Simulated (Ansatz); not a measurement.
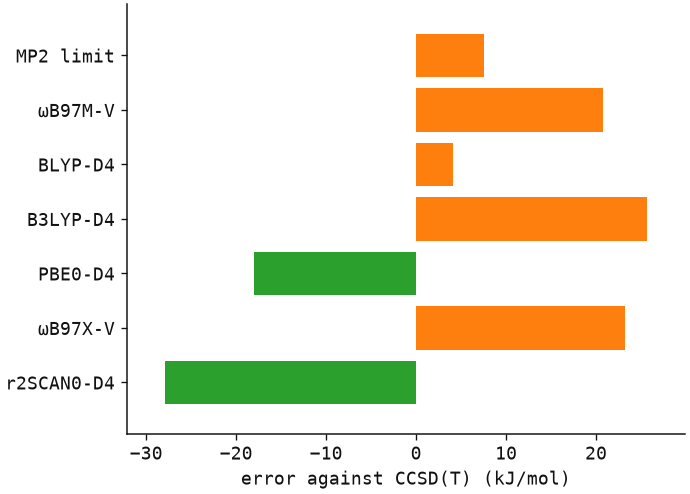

Error in the electronic atomisation energy (method less reference, so positive means overbinding) of BSiNH₆, SMILES BN[SiH3]: functionals in def2-TZVPP against frozen-core CCSD(T) at the limit (MP2 extrapolated from triple and quadruple zeta, plus CCSD(T) less MP2 in a smaller set), which gives 3015.5 kJ/mol, at a PBE0-D4/def2-TZVP geometry (a minimum by its frequencies), no zero-point or spin-orbit term, the Ansatz code 0.2.0. The reference leaves out core correlation, a term that grows with the number of heavy atoms. Limit means the basis limit.

Question: What range do the values span?

Answer: From −27.9 kJ/mol (r2SCAN0-D4) to 25.6 kJ/mol (B3LYP-D4).

Question: Give the values.

Answer:
```tsv
level	kJ/mol
MP2 limit	7.6
ωB97M-V	20.8
BLYP-D4	4.1
B3LYP-D4	25.6
PBE0-D4	−18.1
ωB97X-V	23.3
r2SCAN0-D4	−27.9
```
